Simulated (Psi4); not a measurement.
# BP86/def2-TZVPP (density fitting, core potential, sweep point 4) run of InH2ClO (SMILES [OH][InH][Cl])

Aim: the vertical singlet–triplet gap of InH2ClO at BP86/def2-TZVPP (density fitting, core potential, sweep point 4), from 2 runs. The job is set up through a Python script.

The calculation is run with Psi4 1.11.

### Step 1. The system as given

InH2ClO has 5 atoms, charge 0, and is taken as a singlet. As SMILES, `[OH][InH][Cl]`. Geometry: relaxed at PBE0-D4/def2-TZVP. This is one conformer, not always the lowest.

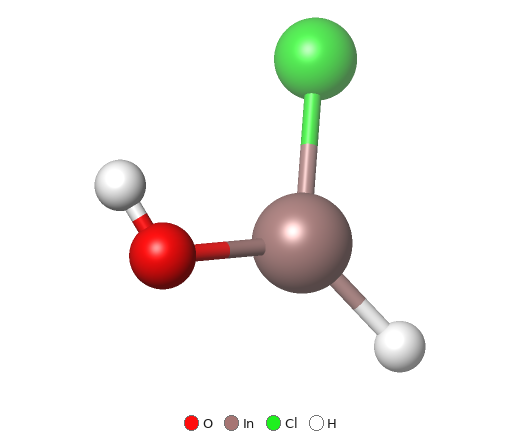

Viewed from a chosen angle; oxygen red, indium brown, chlorine green, hydrogen white.

### Step 2. A single-point energy at BP86/def2-TZVPP (density fitting, core potential, sweep point 4)

File clh2ino.py:

```python
import psi4

psi4.set_memory(1600000000)
psi4.set_num_threads(1)
psi4.core.set_output_file('clh2ino.out', False)

m = psi4.geometry("""
O     -2.62690829     0.24906590    -1.09037197
In     0.84943189     0.75929196     0.12698960
Cl     2.43377828    -3.01845954     1.75820119
H     -3.17795242    -1.46415980    -0.84470758
H      2.52146157     3.47426148     0.05007774
units bohr
symmetry c1
""")

psi4.set_options({
    'basis': 'def2-TZVPP',
    'puream': True,
    'scf_type': 'df',
    'dft_radial_points': 99,
    'dft_spherical_points': 590,
})

energy_value = psi4.energy("BP86", molecule=m)
print(f'BP86 energy: {energy_value:.10f} Eh')
```

Launch:

```sh
$ python clh2ino.py
```

clh2ino.out:

```text
[...]
    !!!  WARNING: ECP capability is in beta. Please check occupations closely.  !!!
[...]
  Running in c1 symmetry.
[...]
  Nuclear repulsion =  168.631608986548400
[...]
  Multiplicity = 1
[...]
  Nalpha       = 24
  Nbeta        = 24
[...]
    Number of basis functions: 151
[...]
   @DF-RKS iter   1:  -726.57310407540501   -6.49194e-01   7.31585e-03 ADIIS/DIIS
[...]
   @DF-RKS iter  11:  -727.03459632945794   -7.88606e-08   5.65738e-07 DIIS
[...]
    Orbital Energies [Eh]
    ---------------------
    Doubly Occupied:
       1A   -100.696105     2A    -18.768023     3A     -9.161240
       4A     -6.980719     5A     -6.975989     6A     -6.975127
       7A     -4.514518     8A     -2.961083     9A     -2.952342
      10A     -2.949211    11A     -0.896538    12A     -0.752677
      13A     -0.723841    14A     -0.721585    15A     -0.719172
      16A     -0.715040    17A     -0.689218    18A     -0.441099
      19A     -0.378558    20A     -0.318810    21A     -0.291915
      22A     -0.287190    23A     -0.269935    24A     -0.268638
[...]
  @DF-RKS Final Energy:  -727.03459632945794
   => Energetics <=
    Nuclear Repulsion Energy =            168.6316089865484003
    One-Electron Energy =               -1411.9748991621922869
    Two-Electron Energy =                 570.8071842083485308
    DFT Exchange-Correlation Energy =     -54.4984903621625563
    Empirical Dispersion Energy =           0.0000000000000000
    VV10 Nonlocal Energy =                  0.0000000000000000
    Total Energy =                       -727.0345963294579406
[...]
 Multipole Moments:
 ------------------------------------------------------------------------------------
     Multipole            Electronic (a.u.)      Nuclear  (a.u.)        Total (a.u.)
 ------------------------------------------------------------------------------------
 L = 1.  Multiply by 2.5417464519 to convert [e a0] to [Debye]
 Dipole X            :          2.5635238           -2.4960263            0.0674975
 Dipole Y            :         28.3568863          -27.8502221            0.5066642
 Dipole Z            :         -6.6131416            6.5035037           -0.1096379
 Magnitude           :                                                    0.5227667
[...]
```

The script printed:

```text
BP86 energy: -727.0345963295 Eh
```

Wall time 17 s (1 thread of AMD EPYC 7R43 (Zen 3), shared host); peak memory 1.1 GiB.

### Step 3. The triplet at the same level

File run.py:

```python
import psi4

psi4.set_memory(1600000000)
psi4.set_num_threads(1)
psi4.core.set_output_file('output.dat', False)

geom = psi4.geometry("""
0 3
O     -2.62690829     0.24906590    -1.09037197
In     0.84943189     0.75929196     0.12698960
Cl     2.43377828    -3.01845954     1.75820119
H     -3.17795242    -1.46415980    -0.84470758
H      2.52146157     3.47426148     0.05007774
units au
symmetry c1
""")

psi4.set_options({
    'basis': 'def2-TZVPP',
    'reference': 'uks',
    'puream': True,
    'scf_type': 'df',
    'dft_radial_points': 99,
    'dft_spherical_points': 590,
    'maxiter': 150,
})

energy_value = psi4.energy("bp86", molecule=geom)
print(f'bp86 energy: {energy_value:.10f} Eh')
```

Launch:

```sh
$ python run.py
```

output.dat:

```text
[...]
    !!!  WARNING: ECP capability is in beta. Please check occupations closely.  !!!
[...]
  Running in c1 symmetry.
[...]
  Nuclear repulsion =  168.631608986548400
[...]
  Multiplicity = 3
[...]
  Nalpha       = 25
  Nbeta        = 23
[...]
    Number of basis functions: 151
[...]
   @DF-UKS iter   1:  -726.19351441956701   -2.69604e-01   7.99736e-03 DIIS/ADIIS
[...]
   @DF-UKS iter  25:  -726.85396016730692   -4.06153e-08   8.25353e-07 DIIS
[...]
   @S^2 Observed:                2.003877538E+00
[...]
    Orbital Energies [Eh]
    ---------------------
    Alpha Occupied:
       1A   -100.733634     2A    -18.807659     3A     -9.198736
       4A     -7.020291     5A     -7.014556     6A     -7.011427
       7A     -4.496755     8A     -2.938770     9A     -2.935993
      10A     -2.934838    11A     -0.936669    12A     -0.775079
      13A     -0.711492    14A     -0.703943    15A     -0.702892
      16A     -0.702408    17A     -0.692119    18A     -0.462492
      19A     -0.400445    20A     -0.350815    21A     -0.326169
      22A     -0.319600    23A     -0.314907    24A     -0.300197
      25A     -0.106884
    Alpha Virtual:
[...]
  @DF-UKS Final Energy:  -726.85396016730692
   => Energetics <=
    Nuclear Repulsion Energy =            168.6316089865484003
    One-Electron Energy =               -1411.3051797518346575
    Two-Electron Energy =                 570.2883563595239593
    DFT Exchange-Correlation Energy =     -54.4687457615445538
    Empirical Dispersion Energy =           0.0000000000000000
    VV10 Nonlocal Energy =                  0.0000000000000000
    Total Energy =                       -726.8539601673069228
[...]
 Multipole Moments:
 ------------------------------------------------------------------------------------
     Multipole            Electronic (a.u.)      Nuclear  (a.u.)        Total (a.u.)
 ------------------------------------------------------------------------------------
 L = 1.  Multiply by 2.5417464519 to convert [e a0] to [Debye]
 Dipole X            :          2.4677141           -2.4960263           -0.0283122
 Dipole Y            :         27.7877645          -27.8502221           -0.0624575
 Dipole Z            :         -6.6228140            6.5035037           -0.1193103
 Magnitude           :                                                    0.1376135
[...]
```

On the terminal:

```text
bp86 energy: -726.8539601673 Eh
```

Run time: 59 s. Hardware: 1 thread of AMD EPYC 7R43 (Zen 3), shared host; peak memory 1.2 GiB.

### Step 4. Outcome

Level: BP86/def2-TZVPP (density fitting, core potential, sweep point 4).

```
                                        quantity          value
                           singlet: total energy  -727.03460 Eh
                          singlet: dipole moment         1.33 D
                            singlet: HOMO energy       -7.31 eV
                            singlet: LUMO energy       -2.42 eV
                          singlet: HOMO–LUMO gap        4.89 eV
                           triplet: total energy  -726.85396 Eh
                          triplet: dipole moment         0.35 D
     triplet: HOMO energy (highest over α and β)       -2.91 eV
                                   triplet: ⟨S²⟩          2.004
vertical energy of the triplet above the singlet       4.915 eV
```

In words: At this shape the triplet lies 4.92 eV (474 kJ/mol) above the singlet.
